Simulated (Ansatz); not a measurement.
# C2H7FSi2: the cost of one run

Program: Ansatz 0.2.0, driven from Python. Level of theory: PBE0+D3(BJ)/cc-pVDZ. These are calculated values, not measurements.

### 1 Starting point

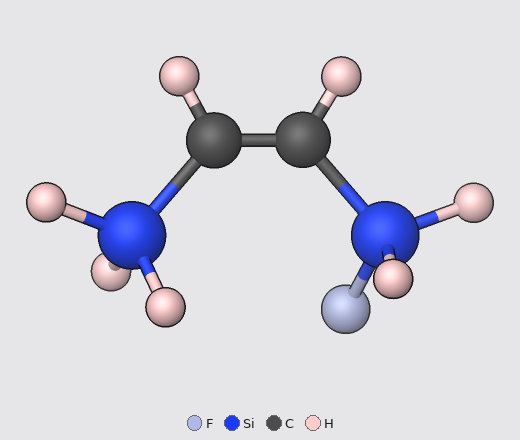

The structure that the script starts from, seen from a chosen angle (fluorine light blue, silicon blue, carbon dark grey, hydrogen pink).

The script holds or builds the structure itself.

### 2 Script

Input file torsion_c2h7fsi2.py:

```python
# -*- coding: utf-8 -*-
'''Rigid torsion scan of C2H7FSi2.'''

import ansatz as az
from ase import Atoms

atoms = Atoms(['F', 'Si', 'C', 'C', 'Si', 'H', 'H', 'H', 'H', 'H', 'H', 'H'], positions=[
    (-1.8282, 1.069, -1.0516),
    (-1.396, 1.2693, 0.5166),
    (-0.468, -0.2602, 1.0629),
    (0.5135, -0.9217, 0.4806),
    (1.3419, -0.6842, -1.1662),
    (-2.6066, 1.4594, 1.3295),
    (-0.4966, 2.4436, 0.622),
    (-0.8585, -0.5515, 2.047),
    (0.8767, -1.8178, 0.9647),
    (1.5937, 0.6988, -1.4132),
    (0.5128, -1.2449, -2.2905),
    (2.6331, -1.405, -1.1624),
])

# start the scan from a relaxed geometry
first = (
    az.Crystal.molecule_from_ase(atoms).calculation()
    .basis(gaussian='cc-pVDZ')
    .functional('pbe0', dispersion='d3bj')
    .relax(force_tolerance=0.02, max_steps=80)
)
atoms.positions = first.run(threads=1).report['positions_ang']

start = atoms.get_dihedral(3, 2, 1, 0)
energies = {}
for turn in range(0, 360, 30):
    turned = atoms.copy()
    turned.set_dihedral(3, 2, 1, 0, start + turn, indices=[0, 1, 5, 6])
    calc = (
        az.Crystal.molecule_from_ase(turned).calculation()
        .basis(gaussian='cc-pVDZ')
        .functional('pbe0', dispersion='d3bj')
    )
    energies[round((start + turn) % 360)] = calc.run(threads=1).report['free_energy_ev']
floor = min(energies.values())
print('dihedral C3-C2-Si1-F0 (deg)   E - E(min) (eV)')
for angle, e in sorted(energies.items()):
    print(f'{angle:8d} {(e - floor):14.3f}  ' + '#' * int(30 * (e - floor) / max(max(energies.values()) - floor, 1e-9)))
```

### 3 Running it

The run is started by

```bash
python torsion_c2h7fsi2.py
```

What time and memory should one allow on 1 thread of Arm Neoverse N1, shared host?

About 6.7 min, with a peak of 0.34 GiB.
